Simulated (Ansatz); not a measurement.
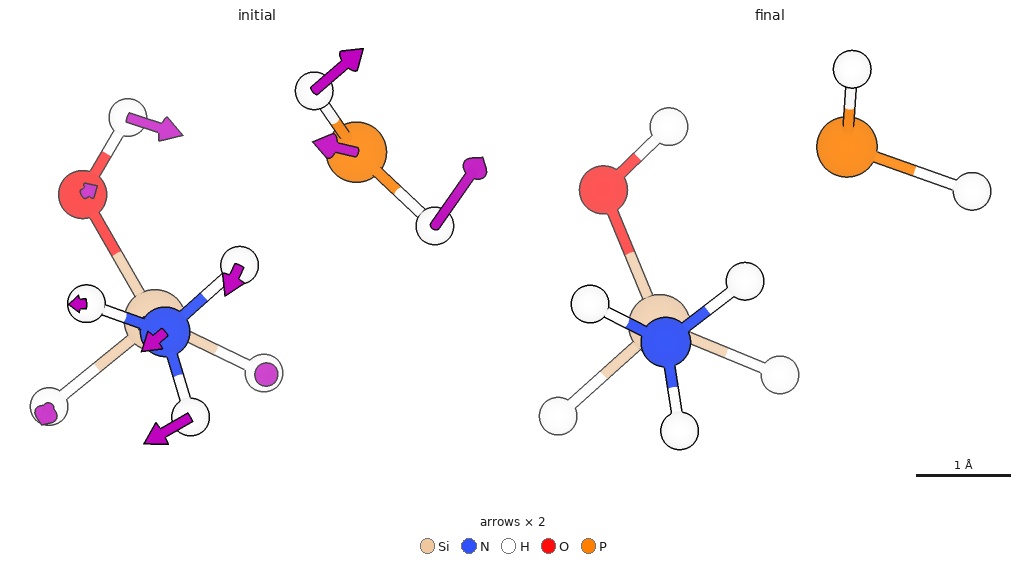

The structure of SiPNH8O before (left) and after (right) a constrained relaxation, at one scale. The purple arrows give the displacements, 2 times their true length.

The picture is a ball-and-stick view, seen from a free direction.

The reaction that was planned forms Si1–P7, N2–H6 and breaks Si1–N2, H6–P7 (atoms numbered from 1 in input order).

The calculation used RKS PBE0-D4/def2-SVP in Ansatz.

Input file:
```yaml
crystal:
  periodic: [false, false, false]
  atoms:
    - {symbol: Si, position_ang: [-0.815100, 0.387100, 0.849300]}
    - {symbol: N, position_ang: [-0.146800, -1.231700, 0.121500]}
    - {symbol: H, position_ang: [-1.491700, -0.224700, 2.003300]}
    - {symbol: H, position_ang: [-1.798100, 0.990300, -0.020500]}
    - {symbol: O, position_ang: [0.355900, 1.127300, 1.663600]}
    - {symbol: H, position_ang: [0.379900, -0.759800, -0.688600]}
    - {symbol: P, position_ang: [0.768900, 1.061800, -1.551100]}
    - {symbol: H, position_ang: [-0.861800, -1.867000, -0.218200]}
    - {symbol: H, position_ang: [0.478900, -1.735600, 0.744600]}
    - {symbol: H, position_ang: [0.990300, 1.661800, 1.185100]}
    - {symbol: H, position_ang: [0.228400, 0.303500, -2.564700]}
    - {symbol: H, position_ang: [1.911300, 0.287000, -1.524400]}
basis:
  gaussian: {orbitals: def2-SVP}
hamiltonian: {xc: pbe0, dispersion: d4}
relax: {f_tol: 0.04, max_steps: 150, escape_saddle: false, constraints: [{distance: [0, 6]}, {distance: [1, 5]}, {distance: [0, 1]}, {distance: [5, 6]}]}
```

Command:
```bash
ansatz run in.yaml --threads 4 --pin off --events-out ev --progress --plain --max-ram 9574MiB
```

Question: Summarise the run.

Answer: After 16 accepted moves (19 points after the start) the energy has fallen by 22.3 kJ/mol. Largest force component: 1.1 eV/Å at the start, 0.027 eV/Å at the end. The line search rejected the trial steps at points 6, 9, 18 of the run. The forces were under the threshold at step 10, but the run went on from there. The largest move after the best rigid fit is that of H11, 0.71 Å. By element the largest moves are H 0.71 Å, P 0.29 Å, N 0.17 Å, Si 0.11 Å, O 0.10 Å. Near-neighbour distances that change, for instance: P7–H11 1.376 → 1.425 Å, P7–H12 1.381 → 1.428 Å, Si1–H4 1.445 → 1.480 Å, Si1–O5 1.607 → 1.639 Å. Bond angles that change, for instance: Si1–O5–H10 119.1° → 108.6°, H3–Si1–O5 97.4° → 104.6°, N2–Si1–H4 111.4° → 105.2°. The run took 26 s on 4 threads of Arm Neoverse V2, on a shared host.
